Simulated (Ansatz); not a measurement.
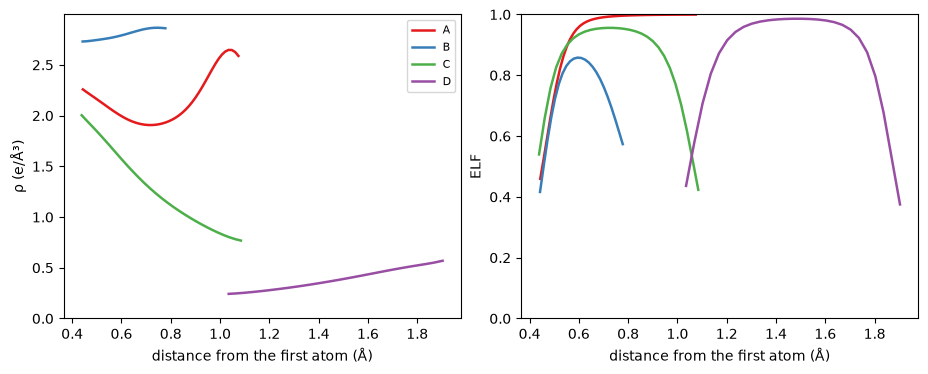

C2H3MgSi (doublet). Electron density and ELF along straight lines between neighbouring atoms. The curves leave out the atomic cores.

Geometry: B3LYP-D3(BJ)/def2-SVP.

All numbers below come from isolated molecule in a Gaussian basis; Kohn-Sham density functional theory, functional PBE0 (Ansatz).

```xyz
7

C     1.6376    0.1658   -0.2848
C     2.0006    1.3309   -0.2691
Mg   -0.7683   -1.4284    1.8477
Si    0.9784   -1.5545   -0.1688
H     2.3346    2.3521   -0.2732
H     0.3921   -1.9047   -1.5028
H     2.1436   -2.4711    0.0499
```

**Which curve belongs to which contact (C–C, C–H, C–Si and Mg–Si)? The first atom named is at distance zero.**

Curve A: C–H (1.07 Å): ρ at the midpoint is about 2.1 e/Å³; the ELF climbs to about 1 towards the hydrogen, as it does in any bond to H: an ordinary covalent bond to hydrogen. Curve B: C–C (1.22 Å): ρ is about 2.8 e/Å³ halfway; the ELF peaks at about 0.85 between the atoms: a short, multiple covalent bond. Curve C: C–Si (1.85 Å): ρ at the midpoint is about 0.93 e/Å³; the ELF peaks at about 0.95 between the atoms; a covalent bond. Curve D: Mg–Si (2.67 Å): the density is about 0.32 e/Å³ at the midpoint; the ELF peaks at about 1 in the valence shell of Si, 1.2 Å from its nucleus, and is about 1 at the midpoint.
